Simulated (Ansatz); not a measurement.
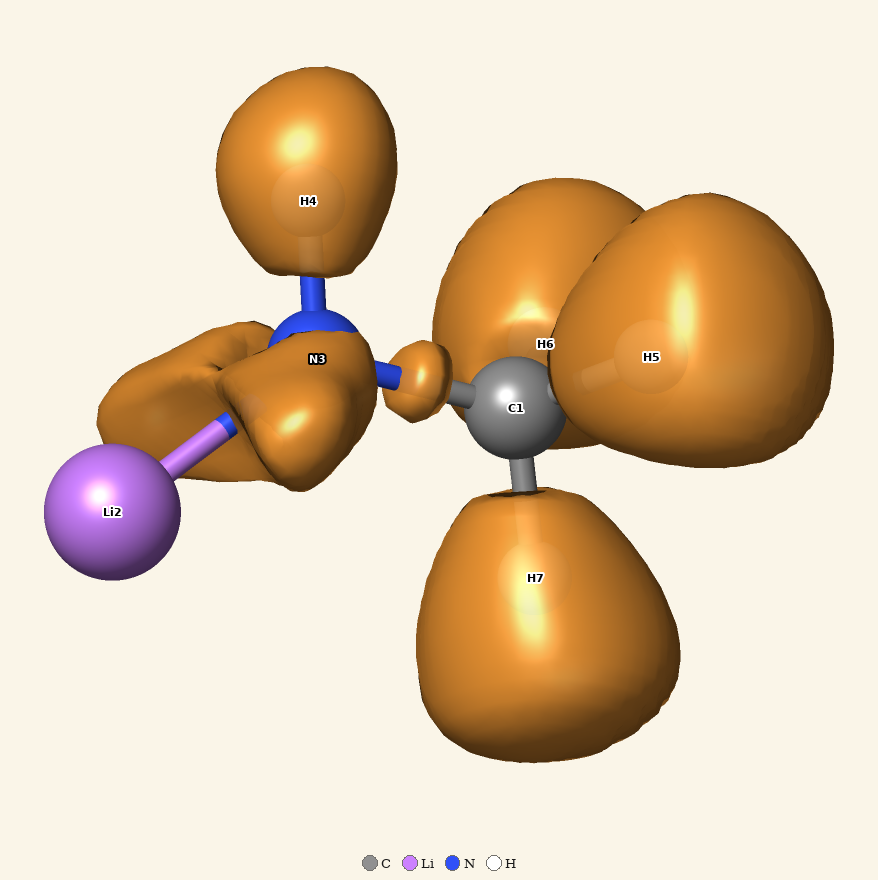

The picture shows: CH$_{4}$LiN. Isosurface of the ELF at 0.85 (orange), seen at a tilt. Core shells and regions of very low density are left out.

Geometry: PBE0-D3(BJ)/def2-SVP.

Theory: Ansatz 0.2.0, isolated molecule in a Gaussian basis; Kohn-Sham density functional theory, functional PBE0.

```xyz
7

C     1.9840    0.8027    0.2655
Li   -0.6742    0.2098    1.2352
N     0.5602    0.6786    0.1242
H     0.3273    0.9338   -0.8372
H     2.3873    1.8291    0.0943
H     2.5838    0.1412   -0.4038
H     2.3034    0.5368    1.2925
```

### Describe the localisation domains.

The ELF exceeds this value in one region between bonded C–N atoms (shared pairs), four regions around hydrogen nuclei and one lobe of the valence shell of N pointing towards Li. Along the contacts the grid gives the following. C–N (1.44 Å): the ELF peaks at about 0.90 between the atoms (a covalent bond). Li–N (1.73 Å): the ELF peaks at about 0.90 in the valence shell of N, 0.6 Å from its nucleus, and falls to about 0.35 next to Li: a closed-shell, largely ionic contact.
